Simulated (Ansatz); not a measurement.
**Structural relaxation of (14,0) carbon nanotube (168 atoms)**

Aim: bring (14,0) carbon nanotube (168 atoms) to a nearby minimum of the energy and see what moves.

Method: Kohn-Sham DFT, r2SCAN+D3(BJ), PAW (set soft_2), plane waves, in Ansatz 0.2.0.

## Step 1: The structure

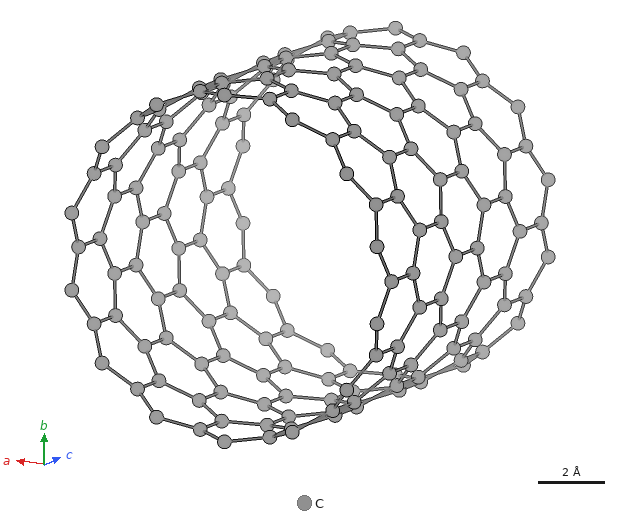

Start, viewed at a slant to the c axis; carbon grey.

The cell holds 168 atoms: 168 C. Cell: a = 22.963 Å, b = 22.963 Å, c = 12.566 Å, α = 90.0°, β = 90.0°, γ = 90.0°. It derives from C (graphene). Graphene sheet (a = 2.46 Å) rolled into a (14,0) tube of diameter 10.96 Å, 3 periods, 12 Å of vacuum; minimised with a classical potential (one cell length free). Vacuum lies along a and b. The structure repeats along c.

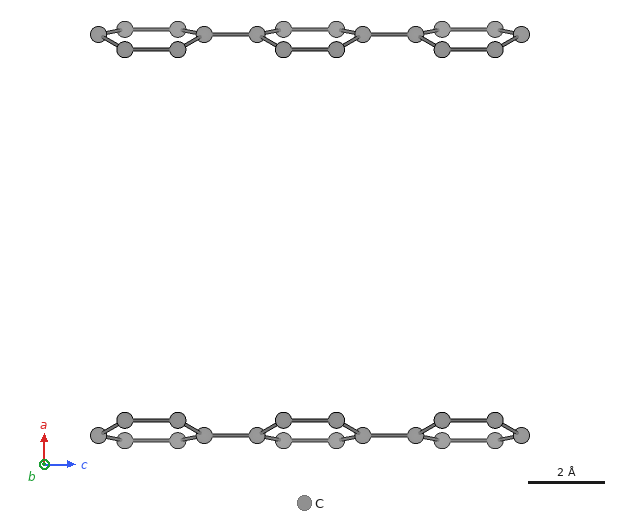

A slice 6 Å thick through the middle of the cell.

Limits known from the start: Only the Γ point is sampled, in a cell whose periodic width is 13 Å.

## Step 2: Single point at the start

The forces at the start show how far the geometry lies from a minimum of this functional.

The input, input.yaml:

```yaml
crystal:
  lattice:
    - [22.96259, 0.0, 0.0]
    - [0.0, 22.96259, 0.0]
    - [0.0, 0.0, 12.56601]
  atoms:
    - { symbol: C, position: [0.73649, 0.5, 0.11964] }
    - { symbol: C, position: [0.73056, 0.55262, 0.06426] }
    - { symbol: C, position: [0.71307, 0.60261, 0.11964] }
    - { symbol: C, position: [0.6849, 0.64745, 0.06426] }
    - { symbol: C, position: [0.73056, 0.55262, 0.28631] }
    - { symbol: C, position: [0.71307, 0.60261, 0.23093] }
    - { symbol: C, position: [0.64745, 0.6849, 0.11964] }
    - { symbol: C, position: [0.60261, 0.71307, 0.06426] }
    - { symbol: C, position: [0.6849, 0.64745, 0.28631] }
    - { symbol: C, position: [0.64745, 0.6849, 0.23093] }
    - { symbol: C, position: [0.55262, 0.73056, 0.11964] }
    - { symbol: C, position: [0.5, 0.73649, 0.06426] }
    - { symbol: C, position: [0.60261, 0.71307, 0.28631] }
    - { symbol: C, position: [0.55262, 0.73056, 0.23093] }
    - { symbol: C, position: [0.44738, 0.73056, 0.11964] }
    - { symbol: C, position: [0.39739, 0.71307, 0.06426] }
    - { symbol: C, position: [0.5, 0.73649, 0.28631] }
    - { symbol: C, position: [0.44738, 0.73056, 0.23093] }
    - { symbol: C, position: [0.35255, 0.6849, 0.11964] }
    - { symbol: C, position: [0.3151, 0.64745, 0.06426] }
    - { symbol: C, position: [0.39739, 0.71307, 0.28631] }
    - { symbol: C, position: [0.35255, 0.6849, 0.23093] }
    - { symbol: C, position: [0.28693, 0.60261, 0.11964] }
    - { symbol: C, position: [0.26944, 0.55262, 0.06426] }
    - { symbol: C, position: [0.3151, 0.64745, 0.28631] }
    - { symbol: C, position: [0.28693, 0.60261, 0.23093] }
    - { symbol: C, position: [0.26351, 0.5, 0.11964] }
    - { symbol: C, position: [0.26944, 0.44738, 0.06426] }
    - { symbol: C, position: [0.26944, 0.55262, 0.28631] }
    - { symbol: C, position: [0.26351, 0.5, 0.23093] }
    - { symbol: C, position: [0.28693, 0.39739, 0.11964] }
    - { symbol: C, position: [0.3151, 0.35255, 0.06426] }
    [... 130 atom lines left out ...]
    - { symbol: C, position: [0.71307, 0.39739, 0.78631] }
    - { symbol: C, position: [0.73056, 0.44738, 0.73093] }
    - { symbol: C, position: [0.6849, 0.35255, 0.95297] }
    - { symbol: C, position: [0.71307, 0.39739, 0.89759] }
    - { symbol: C, position: [0.73056, 0.44738, 0.95297] }
    - { symbol: C, position: [0.73649, 0.5, 0.89759] }
kpoints:
  mp_grid: { grid: [1, 1, 1] }
hamiltonian:
  xc: r2scan
  dispersion: d3bj
scf:
  occupations: { method: gaussian, width: 0.025 }
output:
  forces: true
```

The run is started by

```sh
$ ansatz run input.yaml --threads 8 --pin off --max-ram 15872MiB --backend cpu --events-out ev --progress --plain --runs-dir out
```

Numbers of over 12 decimals in the logs are rounded to 6 here.

What it wrote:

```text
Warning: the atoms were moved onto the symmetric positions of the space group found under crystal.symmetry.tolerance 1.0e-5 (fractional; no operation is sought that the atoms, as they stand in a round, miss by more than twice it, and no atom is moved by as much as it), and the run uses the moved positions. [...]
Warning: the engine holds no damping parameters fitted to this dispersion correction and functional, so the run takes those fitted to r2scan beside the three-body term, which d3bj leaves out (hamiltonian.dispersion, under Limitations)
Engine: ansatz 0.2.0, aarch64-unknown-linux-gnu
Pseudopotentials: kind: paw
Pseudopotential: C, paw, valence charge 4, recommended cutoff 500 eV (meta_gga), C.paw.azcp
[... 6 lines on functional and potentials left out ...]
Crystal: 168 atoms, lattice volume = 6625.813 Å³
Basis set: ecut = 500 eV, 168213 PW (Γ), exchange–correlation on 720×720×384 points (64 copies of the dense FFT grid, shifted against one another)
Bands: 504, of which v1, the nominal top of the filled ones, is band 336 counted from 1 (335 counted from 0)
Symmetry: 48 space group operations
Space group: P42/mmc (ITA 131), of the structure as read, at distance tolerance 1.9e-4 Å
k-points: 1
[... 4 lines on functional and potentials left out ...]
Initial density: superposition of atomic densities (neutral atoms: chi_scale 0, normalization atom), corrected by the library's trained network
Initial wavefunctions: pseudopotential atomic-orbital guess
Functional: x = r2scan, c = r2scan; τ floored in thin density (d = 2e-4 eV/Å³)
SCF iter   1: F=—  HF=-42263.088933 eV  |F-HF|=—  |Δ(HF+E_count)|=         —  Δρ=4.03e-3  dr2=7.72e-1  dr2_τ=3.85e1  ethr=1.77e-3  ⟨swp⟩=8.0  Hψ=2604  notcnv=0  defer=135
preconditioner: auto → Resta (q_TF=auto, 1.863 Å⁻¹)  ε∞=1.6  [insulator: Δε(μ)=0.778 eV  Ē_g=15.642 eV  σ=0.025 eV  W_gap=1.00  n_scr=718 (ndim 8)  ℏωp=11.8 eV  f_vac=0.741  D(μ)=0.00/eV (n_scr^D=0)  ε∞_Penn≈1.6  vacuum switching on, ρ_ref=1.8e-2 e/Å³]
SCF iter   2: F=—  HF=-42266.495041 eV  |F-HF|=—  |Δ(HF+E_count)|=    3.41e0  Δρ=2.46e-3  dr2=1.48e-1  dr2_τ=8.30e-3  ethr=1.15e-4  ⟨swp⟩=2.0  Hψ=920  notcnv=0  defer=164
SCF iter   3: F=—  HF=-42266.605020 eV  |F-HF|=—  |Δ(HF+E_count)|=   1.10e-1  Δρ=8.91e-4  dr2=2.10e-2  dr2_τ=2.34e-3  ethr=2.21e-5  ⟨swp⟩=2.0  Hψ=509  notcnv=0  defer=49
automatic band count: iteration 3 solves 389 bands in place of 504: the levels show a gap, and the empty bands left out lie too high to hold charge; the band table lists the bands solved (type scf.n_extra_bands for more)
SCF iter   4: F=—  HF=-42266.637304 eV  |F-HF|=—  |Δ(HF+E_count)|=   3.23e-2  Δρ=7.87e-5  dr2=3.97e-4  dr2_τ=1.14e-5  ethr=3.13e-6  ⟨swp⟩=2.0  Hψ=589  notcnv=0  defer=49
SCF iter   5: F=—  HF=-42266.637410 eV  |F-HF|=—  |Δ(HF+E_count)|=   1.06e-4  Δρ=2.50e-5  dr2=1.93e-5  dr2_τ=2.08e-6  ethr=5.91e-8  ⟨swp⟩=2.0  Hψ=676  notcnv=0  defer=49
SCF iter   6: F=—  HF=-42266.637440 eV  |F-HF|=—  |Δ(HF+E_count)|=   2.99e-5  Δρ=3.57e-6  dr2=4.35e-7  dr2_τ=3.00e-8  ethr=2.87e-9  ⟨swp⟩=2.0  Hψ=676  notcnv=0  defer=49
SCF iter   7: F=-42266.637440 eV  HF=-42266.637440 eV  |F-HF|=2.50e-8  |Δ(HF+E_count)|=   7.05e-7  Δρ=7.95e-7  dr2=4.40e-8  dr2_τ=2.06e-9  ethr=1.49e-11  ⟨swp⟩=4.0  Hψ=1401  notcnv=0
SCF 1 converged in 7 iterations: F = -42266.637440 eV  dr2 = 4.40e-8
  greatest PAW one-centre occupation: 0.695 electrons in one spin orbital (limit 2), on the C atom at site 156 (counted from 0), in its partial waves of l = 0
SCF converged after 7 iterations
Free energy (F): -42266.637440 eV
Harris-Foulkes:  -42266.637440 eV  (|F-HF|=2.50e-8)
Internal energy: -42266.637440 eV  (E = F + TS)
E sigma→0 (E₀):  -42266.637440 eV
Fermi energy:    -1.630395 eV
--- Per-component energies (eV) ---
  E_band       = -7827.500827
  E_kinetic    = 15475.444285
  E_local      = -284421.299146  (includes V_loc(G=0)·N_el)
  E_nonlocal   = 4579.441837
  E_hartree    = 134067.937581
  E_xc         = -7978.270035
  E_vxc        = -11064.805687  (∫ρ·V_xc dr)
  E_paw        = -16967.712411  (= ΣΔE_a)
  E_vpaw       = -1159.480724  (= ΣTr[D̂ρ^β])
  E_aug_tail   = 0.000935  (compensation charges beyond the density's cutoff)
  E_vtau       = 627.292227  (kinetic-family band-sum trace: ∫τ·v_τ [+ j·A + Jᵃ·Aᵃ] dr)
  E_ewald      = 112987.870884
  E_disp       = -5.889383  (pairwise vdW)
  E_core_change = -4.161988  (= ΣΔE_core)
  E_smearing   = -0.000000  (= −TS)
  E_closure    = -0.000000  (closes the sum)
  Σ components = -42266.637440   (vs F -42266.637440, Δ=0.00e0)
--- Forces (eV/Å), atoms counted from 1 ---
  atom   1  C      0.16642307     0.00000000    -0.01646169
  atom   2  C      0.16132765     0.04253543     0.01764304
  atom   3  C      0.15146560     0.06889029    -0.01802363
  atom   4  C      0.12693979     0.10691203     0.01805484
  atom   5  C      0.16132765     0.04253543    -0.01764304
  atom   6  C      0.15146560     0.06889029     0.01802363
  atom   7  C      0.10691203     0.12693979    -0.01805484
  atom   8  C      0.06889029     0.15146560     0.01802363
  atom   9  C      0.12693979     0.10691203    -0.01805484
  atom  10  C      0.10691203     0.12693979     0.01805484
  atom  11  C      0.04253543     0.16132765    -0.01764304
  atom  12  C      0.00000000     0.16642307     0.01646169
  atom  13  C      0.06889029     0.15146560    -0.01802363
  atom  14  C      0.04253543     0.16132765     0.01764304
[...]
atom 167  C      0.16132765    -0.04253543    -0.01764304
  atom 168  C      0.16642307    -0.00000000     0.01646169
  max |Σ_I F_I| component: 6.66e-16 eV/Å
```

It took 76 s on 8 threads of Arm Neoverse V2, shared host; peak memory 14 GiB; 9.7 min of CPU time.

The program notes that positions were snapped to a detected symmetry. Further notices: dispersion damping borrowed.

Read from the output:

| Quantity | Value |
| --- | --- |
| free energy | -42266.6374 eV |
| free energy per atom | -251.5871 eV/atom |
| SCF cycles | 7 |
| r.m.s. force component | 0.09662 eV/Å |
| longest force | 0.1678 eV/Å |
| Fermi energy | -1.63 eV |

The r.m.s. force component of 0.097 eV/Å sets the starting point.

Length of the force by element:

```
element  coordination  atoms  mean length of the force (eV/Å)  spread  least   most
      C           all    168                            0.167  3.0e-4  0.167  0.168
```

## Step 3: Relaxation

With the cell held, the atoms are moved downhill towards a nearby minimum.

input.yaml, as its differences from that of step 2:

```diff
@@ -16 +16,4 @@
   forces: true
+relax:
+  f_tol: 0.05
+  max_steps: 53
```

What it wrote:

```text
[...]
Crystal: 168 atoms, lattice volume = 6625.813 Å³
Basis set: ecut = 500 eV, 168213 PW (Γ), exchange–correlation on 720×720×384 points (64 copies of the dense FFT grid, shifted against one another)
Bands: 504, of which v1, the nominal top of the filled ones, is band 336 counted from 1 (335 counted from 0)
Symmetry: 48 space group operations
[...]
k-points: 1
[...]
SCF iter   1: F=—  HF=-42263.088950 eV  |F-HF|=—  |Δ(HF+E_count)|=         —  Δρ=4.03e-3  dr2=7.72e-1  dr2_τ=3.85e1  ethr=1.77e-3  ⟨swp⟩=8.0  Hψ=2604  notcnv=0  defer=135
[...]
SCF iter   6: F=-42266.637440 eV  HF=-42266.637440 eV  |F-HF|=6.68e-7  |Δ(HF+E_count)|=   1.51e-5  Δρ=3.57e-6  dr2=4.35e-7  dr2_τ=2.99e-8  ethr=2.87e-9  ⟨swp⟩=1.0  Hψ=1069  notcnv=0
SCF 1 converged in 6 iterations: F = -42266.637440 eV  dr2 = 4.35e-7
[...]
relax step   1: F+E_penalty+E_count = -42266.63744029 eV  Δ(F+E_penalty+E_count) = +0.000e0 eV  max|allowed force component| = 1.664e-1 eV/Å  Δτ_max = 0.0000 Å  (6 SCF iters, dr2 threshold 6.25e-5 eV, accepted)
[...]
iter 1 solved again at ethr=8.25e-4 eV; its pass at ethr=3.10e-3 eV (dr2=5.55e0 eV) is discarded
[...]
SCF iter   8: F=-42267.649022 eV  HF=-42267.649022 eV  |F-HF|=2.07e-9  |Δ(HF+E_count)|=   4.53e-7  Δρ=5.43e-7  dr2=2.02e-8  dr2_τ=2.61e-9  ethr=1.49e-11  ⟨swp⟩=5.0  Hψ=1651  notcnv=0
SCF 2 converged in 8 iterations: F = -42267.649022 eV  dr2 = 2.02e-8
[...]
relax step   2: F+E_penalty+E_count = -42267.64902159 eV  Δ(F+E_penalty+E_count) = -1.012e0 eV  max|allowed force component| = 4.276e-2 eV/Å  Δτ_max = 0.0579 Å  (8 SCF iters, accepted)
[...]
SCF iter   2: F=-42267.649022 eV  HF=-42267.649022 eV  |F-HF|=1.79e-9  |Δ(HF+E_count)|=   6.72e-9  Δρ=2.97e-7  dr2=4.89e-9  dr2_τ=2.98e-10  ethr=2.99e-12  ⟨swp⟩=3.0  Hψ=1097  notcnv=0
SCF 3 converged in 2 iterations: F = -42267.649022 eV  dr2 = 4.89e-9
[...]
SCF converged after 2 iterations
Free energy (F): -42267.649022 eV
[...]
Internal energy: -42267.649022 eV  (E = F + TS)
E sigma→0 (E₀):  -42267.649022 eV
Fermi energy:    -1.668096 eV
[...]
--- Forces (eV/Å), atoms counted from 1 ---
  atom   1  C      0.04274925    -0.00000000    -0.00259930
  atom   2  C      0.04100729     0.01180219     0.00349886
  atom   3  C      0.03917212     0.01672057    -0.00344978
  atom   4  C      0.03175784     0.02815028     0.00370484
  atom   5  C      0.04100729     0.01180219    -0.00349886
  atom   6  C      0.03917212     0.01672057     0.00344978
  atom   7  C      0.02815028     0.03175784    -0.00370484
  atom   8  C      0.01672057     0.03917212     0.00344978
  atom   9  C      0.03175784     0.02815028    -0.00370484
  atom  10  C      0.02815028     0.03175784     0.00370484
  atom  11  C      0.01180219     0.04100729    -0.00349886
  atom  12  C     -0.00000000     0.04274925     0.00259930
  atom  13  C      0.01672057     0.03917212    -0.00344978
  atom  14  C      0.01180219     0.04100729     0.00349886
[...]
atom 167  C      0.04100729    -0.01180219    -0.00349886
  atom 168  C      0.04274925    -0.00000000     0.00259930
  max |Σ_I F_I| component: 3.75e-16 eV/Å
--- Relaxed structure (2 steps of the walk, 2 accepted, 0 SCFs on fresh bases) ---
  F+E_penalty+E_count = -42267.64902159 eV   max|allowed force component| = 4.276e-2 eV/Å
  atoms:
    - { symbol: C, position: [0.739007, 0.5, 0.119512] }
    - { symbol: C, position: [0.733015, 0.553183, 0.064388] }
    - { symbol: C, position: [0.715339, 0.603702, 0.119512] }
    - { symbol: C, position: [0.686866, 0.649019, 0.064388] }
[...]
- { symbol: C, position: [0.739007, 0.5, 0.897722] }
```

Elapsed: 3 min, on 8 threads; peak memory 13 GiB; 23 min of CPU time.

The steps of the relaxation:

```
step  energy less that of the first step (eV)  largest force component (eV/Å)
   1                                   0.0000                          0.1664
   2                                  -1.0116                          0.0428
```

Forces are held to the 48 operations that the run works with; a distortion that breaks them can't arise in this run.

The atoms that moved most (Å):

```
atom      dx      dy      dz  length
 C39  -0.013  -0.056  -0.002   0.058
 C33  -0.056  -0.013  -0.002   0.058
 C84  -0.056  -0.013   0.002   0.058
 C28  -0.056  -0.013   0.002   0.058
 C98  -0.013  -0.056   0.002   0.058
C154  -0.013  -0.056   0.002   0.058
C151  -0.013  -0.056  -0.002   0.058
 C89  -0.056  -0.013  -0.002   0.058
```

The relaxation changed the energy by -6.02 meV/atom, and atoms moved by 0.058 Å r.m.s., 0.058 Å at most.

## Step 4: Structure statistics after relaxation

Bonds before and after, by the cutoffs listed below:

```
pair  bonds before  bonds after  mean before (Å)  mean after (Å)  spread before (Å)  spread after (Å)
 C-C           252          252            1.400           1.408              0.001             0.004
```

Normalised to the volume that the atoms fill. Pair distribution function in bins of 0.2 Å:

```csv
r (Å),total
1.40,7.40
1.60,0.00
1.80,0.00
2.00,0.00
2.20,0.00
2.40,5.10
2.60,0.00
2.80,1.90
3.00,0.00
3.20,0.00
3.40,0.00
3.60,0.74
3.80,1.45
4.00,0.00
4.20,1.73
4.40,0.00
4.60,0.00
4.80,1.30
5.00,1.20
5.20,0.00
5.40,0.00
5.60,0.49
5.80,0.29
6.00,0.27
6.20,0.78
6.40,0.99
6.60,0.00
6.80,0.43
```

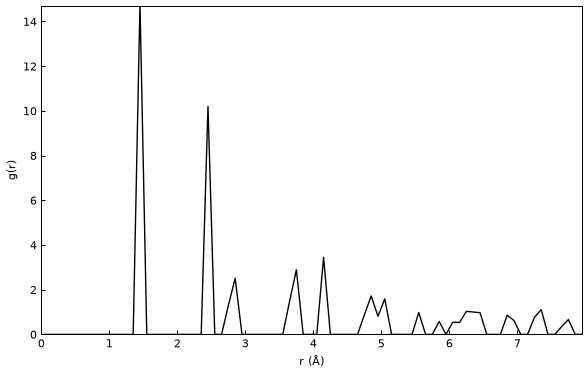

Pair distribution functions, with peaks cut at 14.

Bonds by pair of elements; cutoffs follow the first minimum of g(r), held within bounds set by covalent radii, and pairs that aren't listed don't count as bonded:

```csv
pair A-B,cutoff (Å),bonds,mean length (Å),spread (Å),shortest (Å),B about A,A about B
C-C,1.82,252,1.41,0.004,1.40,3,3
```

How many atoms have how many bonded neighbours:

| element | mean | 3 |
| --- | --- | --- |
| C | 3 | 168 |

Bond angles, per cent of each kind in bins of 5°:

| angle (°) | C-C-C |
| --- | --- |
| 115–120 | 100.0 |

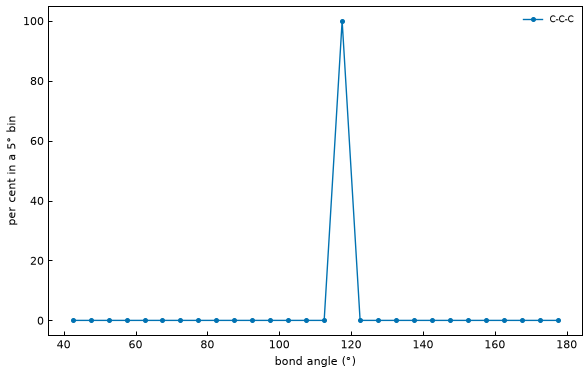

Distributions of the most common bond angles.

Bond angles (no mean is given where the spread exceeds 20°):

| angle | count | mean (°) | spread (°) |
| --- | --- | --- | --- |
| C-C-C | 504 | 120 | 0.2 |

By these cutoffs all C atoms have 3 bonded neighbours. The C-C-C angle averages 120° with a spread of 0.2°.

(Part 1 of 2 ends here.)

[Logs are printed without paths, hosts, clocks, repeated set-up lines and the standing remarks that a program may print on its own settings, such as how far it seeks lower states.]

[Hosts, paths, dates, database ids (printed as entryN), source tags and the programs' standing remarks are cut or masked in the printed files.]
